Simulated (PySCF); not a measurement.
**Nitrogen: the same states on changed settings**

These states were run before on sound settings. What differs here: basis STO-3G, all-electron and non-relativistic, unsound on purpose. What does it move?

Program: PySCF 2.14.0. Level of theory: unrestricted determinants in a Gaussian basis, no spin-orbit coupling in the energies. These are calculated values, not measurements, unless marked.

**1. Starting point**

```
Element                                   : nitrogen (Z = 7)
Basis                                     : STO-3G (2s1p, 5 functions)
Hamiltonian                               : no relativity, point nucleus
State 1                                   : N: [He] 2s2 2p3, high-spin 4S determinant
State 2                                   : N⁺: [He] 2s2 2p2, high-spin 3P determinant
Methods                                   : UHF, LDA, M06-L, MP2, CCSD(T)
Core shells frozen in the correlated runs : valence: 1s2 (for N)
```

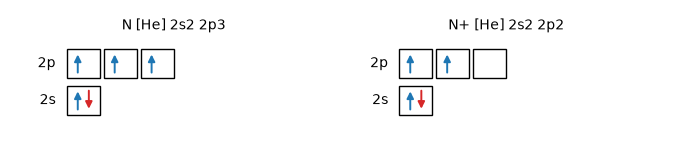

Occupation of the outer shells (arrows by Hund's rule).

The sound run (Sapporo-DZP-2012, scalar relativity by spin-free X2C-1e, symmetry-adapted start, fine grid, valence correlation) gave:

```
species             method  energy (hartree)
      N                UHF         -54.41518
      N                LDA         -54.14189
      N              M06-L         -54.61324
      N      MP2 (valence)         -54.49360
      N  CCSD(T) (valence)         -54.51169
     N⁺                UHF         -53.90549
     N⁺                LDA         -53.59543
     N⁺              M06-L         -54.06990
     N⁺      MP2 (valence)         -53.96411
     N⁺  CCSD(T) (valence)         -53.98811
```

One driver process ran all states and methods and kept the integrals in memory. Each run is shown as a PySCF script that sums up its settings (the driver passes frozen orbitals as a list and adds second-order terms of double hybrids); the logs are those of the runs themselves. The driver starts from symmetry-adapted Hartree-Fock orbitals, holds the occupation by maximum overlap and uses a logarithmic radial grid for functionals, so a plain start would take other cycles.

The driver's launch:

```bash
OMP_NUM_THREADS=1 python atomrun2.py TASK.json OUT
```

The integrals over 5 functions and the set-up took 0.02 s of CPU time.

**2. Changed run, N: the ladder of methods**

Level: UHF.

File input.py:

```python
from pyscf import gto, scf, dft, mp, cc
import basis_set_exchange as bse
mol = gto.M(atom="N 0 0 0", charge=0, spin=3, symmetry="D2h",
            basis=gto.basis.parse(bse.get_basis("STO-3G", elements=["N"], fmt="nwchem", header=False)))
mf = scf.UHF(mol)
mf.irrep_nelec = {'Ag': (2, 2), 'B1u': (1, 0), 'B2u': (1, 0), 'B3u': (1, 0)}
mf.kernel()
```

Log:

```text
damping factor = 0
level_shift factor = 0
DIIS = <class 'pyscf.scf.diis.CDIIS'>
diis_start_cycle = 1
diis_space = 10
diis_damp = 0
SCF conv_tol = 1e-09
SCF conv_tol_grad = None
number electrons alpha = 5  beta = 2
cycle= 1 E= -53.7190101873533  delta_E=    0  |g|=    0  |ddm|=    0
converged SCF energy = -53.7190101873533  <S^2> = 3.75  2S+1 = 4
```

It took 0.03 s on 1 thread of Neoverse-N1, shared host, the integrals not counted.

Orbital energies by shell (radii are means over both spins):

```
shell  electrons  mean orbital energy (eV)  spread (eV)  rms radius (bohr)
 1s α          1                   -417.54            0              0.264
 1s β          1                   -415.73            0              0.264
 2s α          1                   -29.561            0               1.43
 2s β          1                   -17.358            0               1.43
 2p α          3                   -12.963            0               1.41
```

⟨S²⟩ = 3.750, ⟨L²⟩ = 0.00.

Level: LDA.

input.py differs from the last one in:

```diff
@@ -4,3 +4,3 @@
             basis=gto.basis.parse(bse.get_basis("STO-3G", elements=["N"], fmt="nwchem", header=False)))
-mf = scf.UHF(mol)
+mf = dft.UKS(mol, xc="LDA,VWN")
 mf.irrep_nelec = {'Ag': (2, 2), 'B1u': (1, 0), 'B2u': (1, 0), 'B3u': (1, 0)}
```

Log:

```text
damping factor = 0
level_shift factor = 0
DIIS = <class 'pyscf.scf.diis.CDIIS'>
diis_start_cycle = 1
diis_space = 10
diis_damp = 0
SCF conv_tol = 1e-09
SCF conv_tol_grad = None
number electrons alpha = 5  beta = 2
XC functionals = LDA,VWN
    P. A. M. Dirac.,  Math. Proc. Cambridge Philos. Soc. 26, 376 (1930)
    F. Bloch.,  Z. Phys. 57, 545 (1929)
    S. H. Vosko, L. Wilk, and M. Nusair.,  Can. J. Phys. 58, 1200 (1980)
cycle= 1 E= -53.4070428933711  delta_E= 7.11e-15  |g|=    0  |ddm|= 1.15e-15
converged SCF energy = -53.4070428933711  <S^2> = 3.75  2S+1 = 4
```

It took 0.02 s on 1 thread of Neoverse-N1, shared host, the integrals not counted.

Level: M06-L.

input.py differs from the last one in:

```diff
@@ -4,3 +4,3 @@
             basis=gto.basis.parse(bse.get_basis("STO-3G", elements=["N"], fmt="nwchem", header=False)))
-mf = dft.UKS(mol, xc="LDA,VWN")
+mf = dft.UKS(mol, xc="M06L")
 mf.irrep_nelec = {'Ag': (2, 2), 'B1u': (1, 0), 'B2u': (1, 0), 'B3u': (1, 0)}
```

Log:

```text
damping factor = 0
level_shift factor = 0
DIIS = <class 'pyscf.scf.diis.CDIIS'>
diis_start_cycle = 1
diis_space = 10
diis_damp = 0
SCF conv_tol = 1e-09
SCF conv_tol_grad = None
number electrons alpha = 5  beta = 2
XC functionals = M06L
    Y. Zhao and D. G. Truhlar.,  J. Chem. Phys. 125, 194101 (2006)
    Y. Zhao and D. G. Truhlar.,  J. Chem. Phys. 125, 194101 (2006)
    Y. Zhao and D. G. Truhlar.,  Theor. Chem. Acc. 120, 215 (2008)
cycle= 1 E= -53.8892903664197  delta_E=    0  |g|=    0  |ddm|= 1.24e-15
converged SCF energy = -53.8892903664197  <S^2> = 3.75  2S+1 = 4
```

It took 0.04 s on 1 thread of Neoverse-N1, shared host, the integrals not counted.

Level: MP2 (valence).

input.py differs from the last one in:

```diff
@@ -4,4 +4,5 @@
             basis=gto.basis.parse(bse.get_basis("STO-3G", elements=["N"], fmt="nwchem", header=False)))
-mf = dft.UKS(mol, xc="M06L")
+mf = scf.UHF(mol)
 mf.irrep_nelec = {'Ag': (2, 2), 'B1u': (1, 0), 'B2u': (1, 0), 'B3u': (1, 0)}
 mf.kernel()
+mp.UMP2(mf, frozen=1).kernel()
```

The driver printed no log here.

It took 0.01 s on 1 thread of Neoverse-N1, shared host, the integrals not counted.

With 5 electrons correlated, the MP2 correlation energy is 0.00000 hartree (0.00000 same spin, 0.00000 opposite spin); the SCS form gives 0.00000. Largest pairs of shells: 2s-2s 0.0000, 2s-2p 0.0000, 2p-2p 0.0000.

Level: CCSD(T) (valence).

No log was kept for this step.

This run broke off and gave no energy.

**3. Changed run, N⁺**

Level: UHF.

File input.py:

```python
from pyscf import gto, scf, dft, mp, cc
import basis_set_exchange as bse
mol = gto.M(atom="N 0 0 0", charge=1, spin=2, symmetry="D2h",
            basis=gto.basis.parse(bse.get_basis("STO-3G", elements=["N"], fmt="nwchem", header=False)))
mf = scf.UHF(mol)
mf.irrep_nelec = {'Ag': (2, 2), 'B1u': (1, 0), 'B2u': (1, 0)}
mf.kernel()
```

Log:

```text
damping factor = 0
level_shift factor = 0
DIIS = <class 'pyscf.scf.diis.CDIIS'>
diis_start_cycle = 1
diis_space = 10
diis_damp = 0
SCF conv_tol = 1e-09
SCF conv_tol_grad = None
number electrons alpha = 4  beta = 2
cycle= 1 E= -53.242638737296  delta_E=    0  |g|=    0  |ddm|= 7.66e-16
converged SCF energy = -53.242638737296  <S^2> = 2  2S+1 = 3
```

Time after the integrals: 0.03 s (1 thread of Neoverse-N1, shared host).

Orbital energies by shell (radii are means over both spins):

```
shell  electrons  mean orbital energy (eV)  spread (eV)  rms radius (bohr)
 1s α          1                   -443.24            0              0.264
 1s β          1                   -442.04            0              0.264
 2s α          1                   -44.449            0               1.43
 2s β          1                   -36.308            0               1.43
 2p α          2                   -30.363            0               1.41
```

⟨S²⟩ = 2.000, ⟨L²⟩ = 2.00.

Level: LDA.

input.py differs from the last one in:

```diff
@@ -4,3 +4,3 @@
             basis=gto.basis.parse(bse.get_basis("STO-3G", elements=["N"], fmt="nwchem", header=False)))
-mf = scf.UHF(mol)
+mf = dft.UKS(mol, xc="LDA,VWN")
 mf.irrep_nelec = {'Ag': (2, 2), 'B1u': (1, 0), 'B2u': (1, 0)}
```

Log:

```text
damping factor = 0
level_shift factor = 0
DIIS = <class 'pyscf.scf.diis.CDIIS'>
diis_start_cycle = 1
diis_space = 10
diis_damp = 0
SCF conv_tol = 1e-09
SCF conv_tol_grad = None
number electrons alpha = 4  beta = 2
XC functionals = LDA,VWN
    P. A. M. Dirac.,  Math. Proc. Cambridge Philos. Soc. 26, 376 (1930)
    F. Bloch.,  Z. Phys. 57, 545 (1929)
    S. H. Vosko, L. Wilk, and M. Nusair.,  Can. J. Phys. 58, 1200 (1980)
cycle= 1 E= -52.9105798684675  delta_E=    0  |g|=    0  |ddm|= 8.99e-16
converged SCF energy = -52.9105798684675  <S^2> = 2  2S+1 = 3
```

It took 0.02 s on 1 thread of Neoverse-N1, shared host, the integrals not counted.

Level: M06-L.

input.py differs from the last one in:

```diff
@@ -4,3 +4,3 @@
             basis=gto.basis.parse(bse.get_basis("STO-3G", elements=["N"], fmt="nwchem", header=False)))
-mf = dft.UKS(mol, xc="LDA,VWN")
+mf = dft.UKS(mol, xc="M06L")
 mf.irrep_nelec = {'Ag': (2, 2), 'B1u': (1, 0), 'B2u': (1, 0)}
```

Log:

```text
damping factor = 0
level_shift factor = 0
DIIS = <class 'pyscf.scf.diis.CDIIS'>
diis_start_cycle = 1
diis_space = 10
diis_damp = 0
SCF conv_tol = 1e-09
SCF conv_tol_grad = None
number electrons alpha = 4  beta = 2
XC functionals = M06L
    Y. Zhao and D. G. Truhlar.,  J. Chem. Phys. 125, 194101 (2006)
    Y. Zhao and D. G. Truhlar.,  J. Chem. Phys. 125, 194101 (2006)
    Y. Zhao and D. G. Truhlar.,  Theor. Chem. Acc. 120, 215 (2008)
cycle= 1 E= -53.3774741480739  delta_E=    0  |g|=    0  |ddm|= 5.78e-16
converged SCF energy = -53.3774741480739  <S^2> = 2  2S+1 = 3
```

It took 0.04 s on 1 thread of Neoverse-N1, shared host, the integrals not counted.

Level: MP2 (valence).

input.py differs from the last one in:

```diff
@@ -4,4 +4,5 @@
             basis=gto.basis.parse(bse.get_basis("STO-3G", elements=["N"], fmt="nwchem", header=False)))
-mf = dft.UKS(mol, xc="M06L")
+mf = scf.UHF(mol)
 mf.irrep_nelec = {'Ag': (2, 2), 'B1u': (1, 0), 'B2u': (1, 0)}
 mf.kernel()
+mp.UMP2(mf, frozen=1).kernel()
```

The driver printed no log here.

It took 0.01 s on 1 thread of Neoverse-N1, shared host, the integrals not counted.

With 4 electrons correlated, the MP2 correlation energy is -0.01067 hartree (0.00000 same spin, -0.01067 opposite spin); the SCS form gives -0.01280. Largest pairs of shells: 2s-2s -0.0107, 2s-2p 0.0000, 2p-2p 0.0000.

Level: CCSD(T) (valence).

input.py differs from the last one in:

```diff
@@ -7,2 +7,3 @@
 mf.kernel()
-mp.UMP2(mf, frozen=1).kernel()
+mycc = cc.CCSD(mf, frozen=1).run()
+mycc.ccsd_t()
```

Log:

```text
CC2 = 0
CCSD nocc = (np.int64(3), np.int64(1)), nmo = (4, 4)
frozen orbitals [[0], [0]]
max_cycle = 100
direct = 0
conv_tol = 1e-08
conv_tol_normt = 1e-06
diis_space = 8
diis_start_cycle = 0
Init t2, MP2 energy = -0.0106697151787604
Init E_corr(UCCSD) = -0.0106697151787604
cycle = 1  E_corr(UCCSD) = -0.0158848633904768  dE = -0.00521514821  norm(t1,t2) = 0.0348629
cycle = 2  E_corr(UCCSD) = -0.0183944259188649  dE = -0.00250956253  norm(t1,t2) = 0.0167763
cycle = 3  E_corr(UCCSD) = -0.0206880665706998  dE = -0.00229364065  norm(t1,t2) = 0.00801105
cycle = 4  E_corr(UCCSD) = -0.0206798542767154  dE = 8.21229398e-06  norm(t1,t2) = 3.51156e-05
cycle = 5  E_corr(UCCSD) = -0.0206790529088111  dE = 8.01367904e-07  norm(t1,t2) = 6.24677e-06
cycle = 6  E_corr(UCCSD) = -0.0206787493860514  dE = 3.0352276e-07  norm(t1,t2) = 3.42974e-06
cycle = 7  E_corr(UCCSD) = -0.0206785897716907  dE = 1.59614361e-07  norm(t1,t2) = 2.36277e-06
cycle = 8  E_corr(UCCSD) = -0.0206784913497298  dE = 9.84219609e-08  norm(t1,t2) = 1.80168e-06
cycle = 9  E_corr(UCCSD) = -0.0206784245992581  dE = 6.67504717e-08  norm(t1,t2) = 1.4557e-06
cycle = 10  E_corr(UCCSD) = -0.0206780728711349  dE = 3.51728123e-07  norm(t1,t2) = 1.22105e-06
cycle = 11  E_corr(UCCSD) = -0.0206780772504795  dE = -4.37934462e-09  norm(t1,t2) = 1.53728e-08
UCCSD converged
E(UCCSD) = -53.26331681454651  E_corr = -0.02067807725047952
UCCSD(T) correction = 0
```

Time after the integrals: 0.07 s (1 thread of Neoverse-N1, shared host).

CCSD correlation -0.02068 hartree, triples 0.00000; total -53.263317. T1 = 0.000, largest double amplitude 0.138.

**4. Against the sound run**

```
species             method  converged  energy less sound run (eV)
      N                UHF        yes                    +18.9437
      N                LDA        yes                    +19.9962
      N              M06-L        yes                    +19.6995
      N      MP2 (valence)        yes                    +21.0777
     N⁺                UHF        yes                    +18.0370
     N⁺                LDA        yes                    +18.6358
     N⁺              M06-L        yes                    +18.8418
     N⁺      MP2 (valence)        yes                    +19.3419
     N⁺  CCSD(T) (valence)        yes                    +19.7227
```

Ionisation energy of N:

```
 method  sound run (eV)  changed run (eV)  shift (eV)
    UHF          13.869            12.963      -0.907
    LDA          14.870            13.509      -1.360
  M06-L          14.785            13.927      -0.858
    MP2          14.408            12.672      -1.736
SCS-MP2          14.181            12.614      -1.567
```

Not in this table, because a run did not converge or left the intended configuration: CCSD(T).

**5. Summary of results**

```
                                                             quantity                                            value
                                                               change  basis STO-3G, all-electron and non-relativistic
                                                       runs converged                                          9 of 10
                            largest shift of a converged total energy                                          21.1 eV
largest shift of the ionisation energy among the methods in its table                                  -1.736 eV (MP2)
```

In words: The ionisation energy moves by up to 1.74 eV, at MP2. A minimal basis describes the outer orbitals poorly and treats the two species unevenly. The Hamiltonian changed with the basis, so the totals do not compare. The setting is unsound on purpose, so these numbers are no properties of the atom.
